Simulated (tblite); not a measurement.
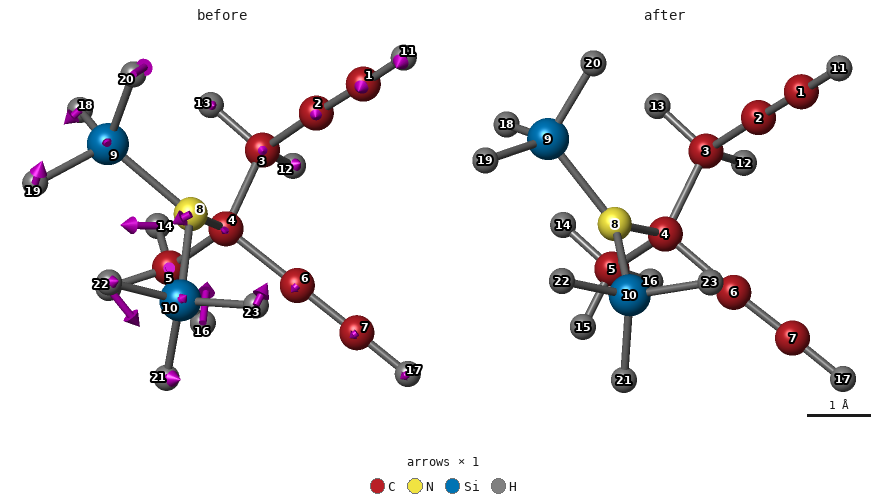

The structure of C$_{7}$H$_{13}$NSi$_{2}$ before (left) and after (right) a relaxation, at one scale. The purple arrows give the displacements, at their true length.

Style: ball-and-stick. Shown from a free direction.

Level of theory: GFN2-xTB geometry optimisation, gas phase (tblite). 

> Summarise the run.

H16 moves most after the best rigid fit: 0.91 Å. Largest moves by element: H 0.91 Å, N 0.36 Å, C 0.28 Å, Si 0.15 Å. Among the contacts that change: C6–Si10 2.904 → 2.818 Å, C4–N8 1.413 → 1.459 Å, C5–H14 1.132 → 1.087 Å, C4–C5 1.495 → 1.537 Å. Among the angles between lasting bonds that change: Si9–N8–Si10 113.3° → 123.1°, H19–Si9–H20 105.1° → 111.0°, C5–C4–N8 115.9° → 110.2°. Groups turn about C4–C5 by about 50°. Over 87 geometry steps the energy falls by 62.5 kJ/mol. The run took 1.8 s on 1 thread of Arm Neoverse N1, with other jobs on the host.
